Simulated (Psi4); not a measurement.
# revPBE/6-31G(d) (spherical functions) run of GaBH3ClO (SMILES O[B](Cl)[GaH2])

What is the vertical ionisation energy of GaBH3ClO at revPBE/6-31G* (spherical functions)? 

Program for the calculation: Psi4 1.11.

### 1 The system as given

GaBH3ClO has 7 atoms, charge 0, and is taken as a singlet. As SMILES, `O[B](Cl)[GaH2]`. Geometry: relaxed at PBE0-D4/def2-TZVP. This is one conformer, not always the lowest.

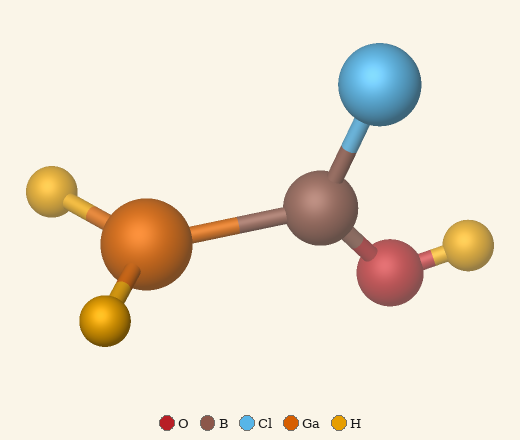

The structure, seen from a chosen angle (oxygen red, boron brown, chlorine blue, gallium orange, hydrogen amber).

### 2 Energy and gradient at revPBE/6-31G(d) (spherical functions)

The input, input.in:

```
memory 2200 mb

molecule {
  0 1
  O
  B 1 1.344214
  Cl 2 1.788539 1 118.374
  Ga 2 2.094733 1 123.37232 3 179.99219
  H 1 0.965448 2 114.08867 3 -0.01238
  H 4 1.572289 2 121.27201 1 -91.53881
  H 4 1.572367 6 117.36431 2 177.5162
  units angstrom
  symmetry c1
}

set reference rks
set puream true
set e_convergence 1e-09
set d_convergence 1e-08
set scf_type pk
set dft_radial_points 99
set dft_spherical_points 590

energy_value, wavefunction = gradient('revpbe/6-31G*', return_wfn=True)
```

Run with:

```
$ psi4 input.in input.out -n 1
```

input.out:

```text
[...]
  Running in c1 symmetry.
[...]
  Nuclear repulsion =  275.852683058120647
[...]
  Multiplicity = 1
[...]
  Nalpha       = 32
  Nbeta        = 32
[...]
    Number of basis functions: 84
[...]
   @RKS iter   1: -2484.13045301724742   -1.04213e+00   3.73027e-02 DIIS/ADIIS
[...]
   @RKS iter  14: -2486.43285014179173    4.54747e-13   3.03723e-09 DIIS
[...]
    Orbital Energies [Eh]
    ---------------------
    Doubly Occupied:
       1A   -370.953640     2A   -100.673418     3A    -45.362323
       4A    -40.202460     5A    -40.198325     6A    -40.198115
       7A    -18.824941     8A     -9.177702     9A     -6.993645
      10A     -6.987994    11A     -6.986744    12A     -6.583431
      13A     -5.291498    14A     -3.621889    15A     -3.609500
      16A     -3.608505    17A     -0.970931    18A     -0.760698
      19A     -0.733270    20A     -0.728016    21A     -0.727511
      22A     -0.723100    23A     -0.721314    24A     -0.534032
      25A     -0.426850    26A     -0.404730    27A     -0.349822
      28A     -0.349342    29A     -0.290681    30A     -0.288365
      31A     -0.263367    32A     -0.234049
[...]
  @RKS Final Energy: -2486.43285014179173
   => Energetics <=
    Nuclear Repulsion Energy =            275.8526830581206468
    One-Electron Energy =               -4006.5270820903615459
    Two-Electron Energy =                1361.0288622170573944
    DFT Exchange-Correlation Energy =    -116.7873133266080004
    Empirical Dispersion Energy =           0.0000000000000000
    VV10 Nonlocal Energy =                  0.0000000000000000
    Total Energy =                      -2486.4328501417917323
[...]
 Multipole Moments:
 ------------------------------------------------------------------------------------
     Multipole            Electronic (a.u.)      Nuclear  (a.u.)        Total (a.u.)
 ------------------------------------------------------------------------------------
 L = 1.  Multiply by 2.5417464519 to convert [e a0] to [Debye]
 Dipole X            :         -0.0001654            0.0002479            0.0000824
 Dipole Y            :          3.0934874           -3.4005042           -0.3070167
 Dipole Z            :          2.5721961           -3.1783437           -0.6061476
 Magnitude           :                                                    0.6794661
[...]
  -Total Gradient:
     Atom            X                  Y                   Z
    ------   -----------------  -----------------  -----------------
       1       -0.000002775321    -0.018007571943     0.010323683847
       2        0.000004488020    -0.003749084728    -0.008751668854
       3        0.000005705914     0.009209498916    -0.006529303256
       4        0.000014225174     0.002764400461     0.003003086248
       5       -0.000002544563     0.015044697057     0.005995058155
       6       -0.004655725004    -0.002629744312    -0.002034194465
       7        0.004636524267    -0.002634328928    -0.002001314103
[...]
```

Run time: 17 s. Hardware: 1 thread of Intel Xeon 6975P-C (Granite Rapids), shared host; peak memory 1 GiB.

### 3 The doublet cation

The input, run.py:

```python
import numpy as np
from ase.calculators.psi4 import Psi4
from ase import Atoms

a = Atoms(['O', 'B', 'Cl', 'Ga', 'H', 'H', 'H'], positions=[
    [-0.845500, -1.229100, 0.927100],
    [-0.031900, -0.664900, 0.017900],
    [0.899000, -1.736200, -1.070500],
    [0.202400, 1.406200, -0.190800],
    [-0.850900, -2.194300, 0.905900],
    [-0.691300, 2.232500, -1.186100],
    [1.318000, 2.185900, 0.596500],
])
calc = Psi4(atoms=a, method='revpbe', basis='6-31G*', memory='2200MB', num_threads=1, charge=1, multiplicity=2, label='calc', reference='uks')
calc.psi4.set_options({'puream': True, 'e_convergence': 1e-09, 'd_convergence': 1e-08, 'scf_type': 'pk', 'dft_radial_points': 99, 'dft_spherical_points': 590, 'maxiter': 100})
a.calc = calc

forces = a.get_forces()
print(f'energy: {a.get_potential_energy():.6f} eV')
print('forces / eV A^-1')
print(np.round(forces, 5))
```

Run with:

```
$ python run.py
```

calc.dat (excerpt; [...] marks lines left out):

```text
[...]
  Running in c1 symmetry.
[...]
  Nuclear repulsion =  275.852652829301860
[...]
  Multiplicity = 2
[...]
  Nalpha       = 32
  Nbeta        = 31
[...]
    Number of basis functions: 84
[...]
   @UKS iter   1: -2483.66246743047759   -5.74145e-01   3.74142e-02 ADIIS/DIIS
[...]
   @UKS iter  18: -2486.08723340934330   -1.68257e-11   9.39984e-09 DIIS
[...]
   @S^2 Observed:                7.525324798E-01
[...]
  @UKS Final Energy: -2486.08723340934330
   => Energetics <=
    Nuclear Repulsion Energy =            275.8526528293018600
    One-Electron Energy =               -3991.2466266473916221
    Two-Electron Energy =                1345.7690920348491090
    DFT Exchange-Correlation Energy =    -116.4623516261025600
    Empirical Dispersion Energy =           0.0000000000000000
    VV10 Nonlocal Energy =                  0.0000000000000000
    Total Energy =                      -2486.0872334093432983
[...]
 Multipole Moments:
 ------------------------------------------------------------------------------------
     Multipole            Electronic (a.u.)      Nuclear  (a.u.)        Total (a.u.)
 ------------------------------------------------------------------------------------
 L = 1.  Multiply by 2.5417464519 to convert [e a0] to [Debye]
 Dipole X            :          0.7999666           -1.0240106           -0.2240440
 Dipole Y            :          4.0952097           -4.4198564           -0.3246467
 Dipole Z            :         -0.7943167            1.0399872            0.2456705
 Magnitude           :                                                    0.4646991
[...]
  -Total Gradient:
     Atom            X                  Y                   Z
    ------   -----------------  -----------------  -----------------
       1       -0.004205063400    -0.043918745254     0.003546714971
       2        0.006720065072     0.075113268892    -0.005553895226
       3       -0.002139157579    -0.024055987343     0.001746978272
       4       -0.006279460510    -0.041089900489     0.005993507439
       5        0.003045827106     0.017374757379    -0.002962591766
       6        0.010408759374     0.008068871904     0.006571298038
       7       -0.007546991866     0.008508587249    -0.009346353836
[...]
```

The script printed:

```text
energy: -67649.879399 eV
forces / eV A^-1
[[ 0.21623  2.25839 -0.18238]
 [-0.34556 -3.86248  0.28559]
 [ 0.11     1.23701 -0.08983]
 [ 0.3229   2.11293 -0.3082 ]
 [-0.15662 -0.89345  0.15234]
 [-0.53524 -0.41492 -0.33791]
 [ 0.38808 -0.43753  0.48061]]
```

Run time: 24 s. Hardware: 1 thread of Intel Xeon 6975P-C (Granite Rapids), shared host; peak memory 1.1 GiB.

### 4 Results

At revPBE/6-31G* (spherical functions):

```
                                          quantity           value
                    singlet GaBH3ClO: total energy  -2486.43285 Eh
                   singlet GaBH3ClO: dipole moment          1.73 D
                     singlet GaBH3ClO: HOMO energy        -6.37 eV
                     singlet GaBH3ClO: LUMO energy        -2.37 eV
                   singlet GaBH3ClO: HOMO–LUMO gap         4.00 eV
        singlet GaBH3ClO: largest force on an atom      1.067 eV/Å
                      doublet cation: total energy  -2486.08723 Eh
doublet cation: HOMO energy (highest over α and β)       -12.99 eV
 doublet cation: LUMO energy (lowest over α and β)       -12.40 eV
                              doublet cation: ⟨S²⟩           0.753
          doublet cation: largest force on an atom      3.888 eV/Å
vertical ionisation energy (to the doublet cation)        9.405 eV
```

**Reading.** Removing an electron at fixed nuclei costs 9.40 eV (217 kcal/mol). The largest force (singlet GaBH3ClO) is 1.07 eV/Å: the shape isn't a stationary point for this species at this level. −ε(HOMO) before ionisation, 6.37 eV, is 3.04 eV below this ionisation energy.
